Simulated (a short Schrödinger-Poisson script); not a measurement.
System: MOS inversion layer, SiO2 on p-type Si(110), at 300 K.

```tsv
layer	material	thickness (nm)	Na (cm⁻³)
1	SiO2	1.5	-
2	Si	750	6.6e17
```

Constants are typed, rounded textbook-type inputs, not results; the design itself was drawn at random and stands for no fabricated device. SiO2: permittivity 3.9, conduction-band edge (eV) 3.15, gap (eV) 9, electron mass (mₑ) 0.5. Si: permittivity 11.7, conduction-band edge (eV) 0, gap (eV) 1.124, Nv at 300 K (cm⁻³) 3.1e19.

Channel valleys (confinement mass, in-plane density-of-states mass, number): Δ4 0.315, 0.324, 4; Δ2 0.19, 0.417, 2. At the gate the conduction-band edge of layer 1 lies 3.45 eV − eVg above the Fermi level of the channel; the field vanishes at the back. Gaps are held at their typed values at every temperature. Mesh 0.03 nm at interfaces.

From a short Schrödinger-Poisson script (our own, NumPy): 1D Poisson equation in equilibrium, electrons quantum, Hartree (BenDaniel-Duke, 12 states a valley, the channel's in-plane mass for all, wave functions ending at the dielectric), parabolic valleys, classical holes, full ionisation, no traps, pinning or gate leakage.

Only gate voltages with over 1e8 electrons/cm² are shown.

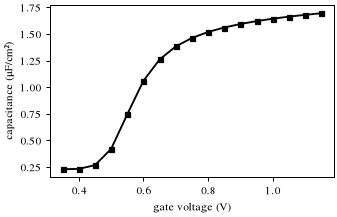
Figure. Quasi-static capacitance against gate voltage

```
Vg (V)  electrons (cm⁻²)  C (μF/cm²)  Δ4 E0 (meV)  Δ4 E1 (meV)  Δ2 E0 (meV)  Δ2 E1 (meV)
------  ----------------  ----------  -----------  -----------  -----------  -----------
0.35              4.29e8       0.229        275.0        372.9        299.4        413.7
0.4               2.21e9       0.232        232.5        332.3        257.3        373.9
0.45             1.12e10       0.267        190.4        292.0        215.6        334.5
0.5              5.19e10       0.420        150.6        254.2        176.4        297.4
0.55             1.82e11       0.746        118.0        223.4        144.4        267.3
0.6              4.34e11        1.06         95.1        202.6        122.2        247.1
0.65             7.80e11        1.26         79.6        189.2        107.6        234.2
0.7              1.18e12        1.38         68.4        180.2         97.3        225.6
0.75             1.62e12        1.46         59.8        173.7         89.6        219.5
0.8              2.08e12        1.52         52.8        168.8         83.5        215.0
0.85             2.56e12        1.56         47.0        165.1         78.6        211.6
0.9              3.05e12        1.59         41.9        162.1         74.5        208.8
0.95             3.54e12        1.62         37.5        159.6         71.0        206.7
1                4.05e12        1.64         33.5        157.6         67.9        204.9
1.05             4.57e12        1.66         29.9        155.9         65.2        203.5
1.1              5.09e12        1.68         26.5        154.5         62.8        202.3
1.15             5.62e12        1.69         23.4        153.3         60.6        201.3
```

Subbands count from the Fermi level.
